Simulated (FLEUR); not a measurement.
Band structure of Ho (P6_3/mmc, 2 atoms in the cell).

```
CELL_PARAMETERS angstrom
      3.67401     0.00000     0.00000
     -1.83700     3.18178     0.00000
      0.00000     0.00000     5.63282
ATOMIC_POSITIONS crystal
  Ho 0.33333 0.66667 0.25000
  Ho 0.66667 0.33333 0.75000
```
Moments meant for the start (each program seeds them in its own way; μB, in the order of the atoms Ho Ho): 4.0 4.0.

Computed with PBE, all-electron FLAPW (FLEUR), scalar-relativistic valence run with FLEUR.

Settings: Kmax = 3.8 1/bohr; GmaxXC = 15.2 1/bohr; xcFunctional = pbe; jspins = 2; l_soc = F; mode = hist; fermiSmearingEnergy = 0.00367493 Htr; mesh (inpgen div1-3) = 8 8 5; inpgen gamma flag = true; Gmax = 15.2 1/bohr; numbands = 0; maxIterBroyd = 40; imix = Anderson; alpha = 0.05.

The starting cell comes from a database of computed structures (which also holds hypothetical and non-ambient phases and stackings), without a prior relaxation at this level. Its lattice was rescaled by a random factor within 2.5 % of one. Spin-orbit coupling is off. The f electrons are in the valence without U or exact exchange, which can misplace them near the Fermi level. Spin-orbit terms, which matter for f shells, are left out. Values depend on the basis (sphere radii, cutoffs, local orbitals), which need not be converged.

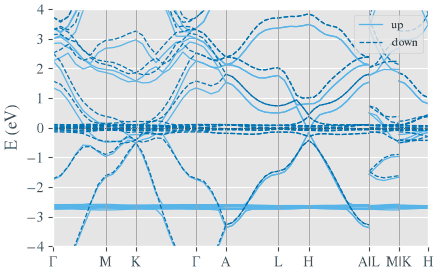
Bands along the path, energies from the Fermi level.

Levels in eV from the Fermi level, bands 21 to 28 of the first spin channel:
```json
[
 {"point": "Γ", "21": "-2.61", "22": "-2.60", "23": "-2.60", "24": "-1.75", "25": "1.34", "26": "2.26", "27": "2.26", "28": "2.84"},
 {"point": "M", "21": "-2.62", "22": "-2.59", "23": "-1.67", "24": "-0.97", "25": "-0.49", "26": "0.11", "27": "1.86", "28": "1.97"},
 {"point": "K", "21": "-2.62", "22": "-2.62", "23": "-0.51", "24": "-0.51", "25": "-0.41", "26": "-0.23", "27": "1.58", "28": "1.58"},
 {"point": "A", "21": "-2.61", "22": "-2.61", "23": "-2.60", "24": "-2.60", "25": "1.53", "26": "1.53", "27": "2.13", "28": "2.13"},
 {"point": "L", "21": "-2.63", "22": "-2.63", "23": "-1.57", "24": "-1.57", "25": "0.50", "26": "0.50", "27": "1.76", "28": "1.76"},
 {"point": "H", "21": "-2.63", "22": "-2.63", "23": "-0.16", "24": "-0.16", "25": "-0.09", "26": "-0.09", "27": "0.81", "28": "0.81"}
]
```
